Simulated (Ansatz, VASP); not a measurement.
# Cross-check of BaAs between VASP and Ansatz, part 2 of 2

Aim: how closely do two programs agree when they are given the same cell, functional and k mesh? The cell is invented: other elements were put on sites of a known structure type. It may not be a known or stable phase. The cell is taken from a series of VASP runs on this material, whose earlier steps may have relaxed, scaled or displaced it; both programs get it as it stands. Valence electrons are named where the data sets of a main pair hold unlike numbers.

VASP 6.6.1 and Ansatz 0.2.0.

So far: The starting structure; VASP: band structure, PBE; Ansatz: band structure, PBE; Differences; VASP: single point, PBE.

### Step 6. Ansatz: single point, PBE

Level of this step: Ansatz beside VASP: Kohn-Sham DFT, plane waves, PBE (Ansatz).

The same cell, functional, mesh and smearing now go to Ansatz, which takes its cutoff from its data sets.

The cell is taken from a series of VASP runs on this material, whose earlier steps may have relaxed, scaled or displaced it; both programs get it as it stands.

input.yaml reads:

```yaml
crystal:
  lattice:
    - [4.0445829706, 0.0, 0.0]
    - [0.0, 4.0445829706, 0.0]
    - [0.0, 0.0, 4.0445829706]
  atoms:
    - { symbol: Ba, position: [0.0, 0.0, 0.0] }
    - { symbol: As, position: [0.5, 0.5, 0.5] }
hamiltonian:
  xc: pbe
  pseudopotentials: { kind: paw }
kpoints:
  mp_grid: { grid: [7, 7, 7] }
scf:
  occupations: { method: tetrahedron }
output:
  forces: true
  stress: true
  write_density: true
  write_potential: true
  elf: true
  volumetric_format: npy
```

The run is started by

```console
$ ansatz run input.yaml --threads 2 --pin off --max-ram 4608MiB --backend cpu --events-out ev --progress --plain --runs-dir out
```

Numbers of over 12 decimals in the logs are rounded to 6 here.

Output:

```text
Warning: output.forces, output.stress, relax.cell or npt_langevin: where a Kohn–Sham band that disperses or a degenerate level is filled in part under the method tetrahedron, the forces or the stress that this run publishes need not agree with its energy (scf.occupations.method in the input reference, under Limitations); prefer a smearing scheme for the forces or the stress
[...]
--- Band table (eV; the first three rows and the last of 20) ---
  k-point 0: bands = [... 9 lower, -1.4374, 8.9272, 8.9272, 8.9272, 9.4198, 9.4198, 11.5744, 13.9035]
  k-point 1: bands = [... 9 lower, -1.2401, 7.7953, 8.7971, 8.7971, 9.5460, 10.2374, 12.4590, 13.9198]
  k-point 2: bands = [... 9 lower, -0.8325, 6.4813, 8.5124, 8.5124, 9.8858, 11.6798, 13.8313, 14.1589]
  k-point 19: bands = [... 9 lower, -0.4569, 6.0753, 6.0753, 6.2940, 13.3405, 13.7082, 13.7082, 15.5603]
[key lines of the parts left out:]
SCF converged after 7 iterations
Free energy (F): -10807.301383 eV
Fermi energy:    8.390802 eV
P = ⅓ Tr σ = -0.6955 GPa (-6.955 kbar)
```

Run time: 1.1 s. Hardware: 2 threads of Intel Xeon 6975P-C (Granite Rapids), shared host; peak memory 0.37 GiB.

The run ends at a pressure of -0.70 GPa.

### Step 7. Side by side

What differs besides the data sets and the points named for the pairs above, as far as they apply: the data sets hold 25 valence electrons in Ansatz (on its default PAW (the set named soft_2) files) and 15 in VASP. Total energies have different zeros and are not compared.

Compared:

```tsv
quantity	Ansatz	VASP	difference
pressure (GPa)	-0.70	-0.17	-0.52
```

### Step 8. VASP: band structure, r2SCAN

With cell and atoms fixed, the geometry can't cause a difference; cores, projectors, grids and the points listed under the comparison can.

INCAR reads:

```
SYSTEM = BaAs
PREC = Accurate
ENCUT = 400
EDIFF = 1E-06
NELM = 100
ISMEAR = -1
SIGMA = 0.05
LREAL = .FALSE.
ALGO = Normal
METAGGA = R2SCAN
LASPH = .TRUE.
LORBIT = 11
LWAVE = .FALSE.
LCHARG = .FALSE.
```

POSCAR reads:

```
BaAs
1.0
    4.0445829706      0.0000000000      0.0000000000
    0.0000000000      4.0445829706      0.0000000000
    0.0000000000      0.0000000000      4.0445829706
Ba As
1 1
Direct
    0.0000000000      0.0000000000      0.0000000000
    0.5000000000      0.5000000000      0.5000000000
```

KPOINTS reads:

```
Automatic mesh
0
Gamma
5 5 5
0 0 0
```

KPOINTS_OPT reads:

```
Line mode
16
Line-mode
Reciprocal
  0.00000000   0.00000000   0.00000000 GAMMA
  0.00000000   0.50000000   0.00000000 X

  0.00000000   0.50000000   0.00000000 X
  0.50000000   0.50000000   0.00000000 M

  0.50000000   0.50000000   0.00000000 M
  0.00000000   0.00000000   0.00000000 GAMMA

  0.00000000   0.00000000   0.00000000 GAMMA
  0.50000000   0.50000000   0.50000000 R

  0.50000000   0.50000000   0.50000000 R
  0.00000000   0.50000000   0.00000000 X

  0.50000000   0.50000000   0.00000000 M
  0.50000000   0.50000000   0.50000000 R
```

Potentials, in the order of the species: Ba_sv and As (PBE family, release 64).

The run is started by

```console
$ mpirun -np 1 vasp_std
```

Output:

```text
[banner, memory and clock lines left out]
running    1 mpi-ranks, on    1 nodes
[...]
|                                                                             |
|               ----> ADVICE to this user running VASP <----                  |
|                                                                             |
|     You enforced a specific xc type in the INCAR file but a different       |
|     [... a line on the potential file left out ...]
|     I HOPE YOU KNOW WHAT YOU ARE DOING!                                     |
|                                                                             |

 LDA part: xc-table for (None), standard interpolation
 POSCAR, INCAR and KPOINTS ok, starting setup
[...]
entering main loop
       N       E                     dE             d eps       ncg     rms          rms(c)
DAV:   1     0.321911576228E+02    0.32191E+02   -0.55255E+03   220   0.942E+02
DAV:   2    -0.421446782443E+02   -0.74336E+02   -0.70855E+02   264   0.180E+02
[...]
DAV:  11    -0.431096561247E+02   -0.46562E-04   -0.15773E-04   274   0.973E-02    0.129E-02
DAV:  12    -0.431096585735E+02   -0.24488E-05   -0.67282E-06   274   0.230E-02    0.317E-03
DAV:  13    -0.431096589252E+02   -0.35171E-06   -0.10442E-06   160   0.873E-03
   1 F= -.43109659E+02 E0= -.43104226E+02  d E =-.108654E-01
 Start KPOINTS_OPT (optional k-point list driver)
k-point batch [1-10\96]
       N       E                     dE             ncg
DAV:   1    -0.364799184876E+03   -0.11262E+04      220
DAV:   2    -0.114344994952E+04   -0.77865E+03      267
DAV:   3    -0.118424749639E+04   -0.40798E+02      283
DAV:   4    -0.118503692180E+04   -0.78943E+00      303
DAV:   5    -0.118505275339E+04   -0.15832E-01      319
DAV:   6    -0.118505282322E+04   -0.69833E-04      303
DAV:   7    -0.118505282399E+04   -0.76932E-06      265
[...]
k-point batch [91-96\96]
       N       E                     dE             ncg
DAV:   1     0.138734047013E+04   -0.32906E+04      132
DAV:   2     0.104073313905E+04   -0.34661E+03      181
DAV:   3     0.102930942198E+04   -0.11424E+02      184
DAV:   4     0.102911512170E+04   -0.19430E+00      182
DAV:   5     0.102911382148E+04   -0.13002E-02      184
DAV:   6     0.102911381225E+04   -0.92344E-05      191
DAV:   7     0.102911381221E+04   -0.38930E-07      117
```

OUTCAR, selected parts (step 8):

```text
  Total       -0.1343508     -0.1343508     -0.1343508     -0.0000000     -0.0000000     -0.0000000
  in kB       -3.2533410     -3.2533410     -3.2533410     -0.0000000     -0.0000000     -0.0000000
  external PRESSURE =      -3.2533410 kB  Pullay stress =       0.0000000 kB

  FREE ENERGIE OF THE ION-ELECTRON SYSTEM (eV)
  ---------------------------------------------------
  free  energy   TOTEN  =       -43.1096589252 eV

  energy  without entropy=      -43.0987934998  energy(sigma->0) =      -43.10422621

[... 3 parts as in an earlier step ...]

[... 1 further part left out ...]
[key lines of the parts left out:]
E-fermi :   2.6569
```

The run ends at a pressure of -0.33 GPa.

### Step 9. Ansatz: band structure, r2SCAN

The same cell, functional, mesh and smearing now go to Ansatz, which takes its cutoff from its data sets.

The cell is taken from a series of VASP runs on this material, whose earlier steps may have relaxed, scaled or displaced it; both programs get it as it stands.

input.yaml reads:

```yaml
crystal:
  lattice:
    - [4.0445829706, 0.0, 0.0]
    - [0.0, 4.0445829706, 0.0]
    - [0.0, 0.0, 4.0445829706]
  atoms:
    - { symbol: Ba, position: [0.0, 0.0, 0.0] }
    - { symbol: As, position: [0.5, 0.5, 0.5] }
hamiltonian:
  xc: r2scan
  pseudopotentials: { kind: paw }
kpoints:
  mp_grid: { grid: [5, 5, 5] }
  band_path:
    path:
      - [0.0, 0.0, 0.0]
      - [0.0, 0.1, 0.0]
      - [0.0, 0.2, 0.0]
      - [0.0, 0.3, 0.0]
      - [0.0, 0.43333, 0.0]
      - [0.0, 0.5, 0.0]
      - [0.1, 0.5, 0.0]
      - [0.2, 0.5, 0.0]
      - [0.33333, 0.5, 0.0]
      - [0.43333, 0.5, 0.0]
      - [0.5, 0.5, 0.0]
      - [0.36667, 0.36667, 0.0]
      - [0.26667, 0.26667, 0.0]
      - [0.16667, 0.16667, 0.0]
      - [0.06667, 0.06667, 0.0]
      - [0.03333, 0.03333, 0.03333]
      - [0.13333, 0.13333, 0.13333]
      - [0.23333, 0.23333, 0.23333]
      - [0.33333, 0.33333, 0.33333]
      - [0.46667, 0.46667, 0.46667]
      - [0.46667, 0.5, 0.46667]
      - [0.36667, 0.5, 0.36667]
      - [0.23333, 0.5, 0.23333]
      - [0.13333, 0.5, 0.13333]
      - [0.03333, 0.5, 0.03333]
      - [0.5, 0.5, 0.03333]
      - [0.5, 0.5, 0.16667]
      - [0.5, 0.5, 0.26667]
      - [0.5, 0.5, 0.36667]
      - [0.5, 0.5, 0.5]
    npoints: 1
scf:
  occupations: { method: fermi_dirac, width: 0.05 }
  n_extra_bands: 7
output:
  forces: true
  stress: true
  eigenvalues: true
```

The run is started by

```console
$ ansatz run input.yaml --threads 2 --pin off --max-ram 4608MiB --backend cpu --events-out ev --progress --plain --runs-dir out
```

Output:

```text
[...]
Crystal: 2 atoms, lattice volume = 66.164 Å³
Basis set: ecut = 500 eV, 1743 PW (Γ), exchange–correlation on 120×120×120 points (64 copies of the dense FFT grid, shifted against one another)
Bands: 20, of which v1, the nominal top of the filled ones, is band 13 counted from 1 (12 counted from 0)
Symmetry: 48 space group operations
[...]
k-points: 10 of 125
[...]
k-point 0: bands = [... 9 lower, -1.9305, 8.8290, 8.8290, 8.8290, 9.6081, 9.6081, 12.2594, 14.2083, ... 3 higher]
  k-point 1: bands = [... 9 lower, -1.5646, 7.1656, 8.5956, 8.5956, 9.8643, 10.9831, 13.6380, 14.3058, ... 3 higher]
  k-point 2: bands = [... 9 lower, -1.0094, 5.6563, 8.2323, 8.2323, 10.4385, 13.4752, 13.8183, 14.6875, ... 3 higher]
  k-point 9: bands = [... 9 lower, -0.9302, 6.0050, 6.0050, 6.4063, 13.1467, 13.6803, 13.6803, 15.7912, ... 3 higher]
[key lines of the parts left out:]
SCF converged after 6 iterations
Free energy (F): -10831.079090 eV
Fermi energy:    8.333052 eV
P = ⅓ Tr σ = -0.8478 GPa (-8.478 kbar)
```

Wall time 2.5 s (2 threads); peak memory 0.47 GiB; 4.2 s of CPU time.

### Step 10. Differences

What differs besides the data sets and the points named for the pairs above, as far as they apply: VASP keeps PBE cores, Ansatz makes them for the functional; the data sets hold 25 valence electrons in Ansatz (on its default PAW (the set named soft_2) files) and 15 in VASP; the cutoff is 500 eV in Ansatz and 400 eV in VASP. Total energies have different zeros and are not compared.

The two programs side by side:

```tsv
quantity	Ansatz	VASP	difference
pressure (GPa)	-0.85	-0.33	-0.52
```

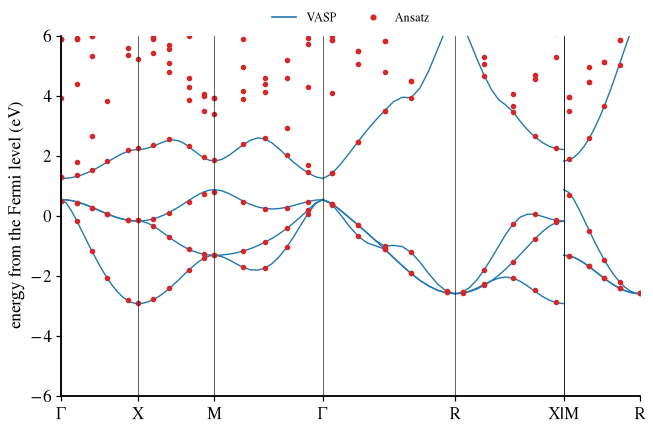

Bands from VASP (lines) and levels from Ansatz (dots). Dots without a line are higher empty bands that the VASP plot leaves out.

Levels from 3 eV below to 2 eV above the Fermi level differ by 24 meV r.m.s. and 81 meV at most; each VASP level is matched to the nearest of Ansatz, which flatters the figure a little.

### Step 11. Outcome

- r.m.s. difference of levels near the Fermi level (band structure, PBE): 27 meV
- difference in pressure (band structure, PBE): -0.55 GPa
- difference in pressure (single point, PBE): -0.52 GPa
- r.m.s. difference of levels near the Fermi level (band structure, r2SCAN): 24 meV
- difference in pressure (band structure, r2SCAN): -0.52 GPa

In words: The difference in pressure is -0.55 GPa (band structure, PBE), within the 1 GPa picked in this series as the mark of a large difference. The data sets hold unlike numbers of valence electrons (25 in Ansatz and 15 in VASP), so part of the differences comes from the potentials. Such differences can come from data sets, numerical settings and the points named under the comparisons, not from the functional's error against experiment.

[Lines on the potential files, build, host, timing and source positions are cut from VASP's logs without a mark.]

[Logs are printed without paths, hosts, clocks, repeated set-up lines and the standing remarks that a program may print on its own settings, such as how far it seeks lower states.]

[Hosts, paths, dates, database ids (printed as entryN), source tags and the programs' standing remarks are cut or masked in the printed files.]
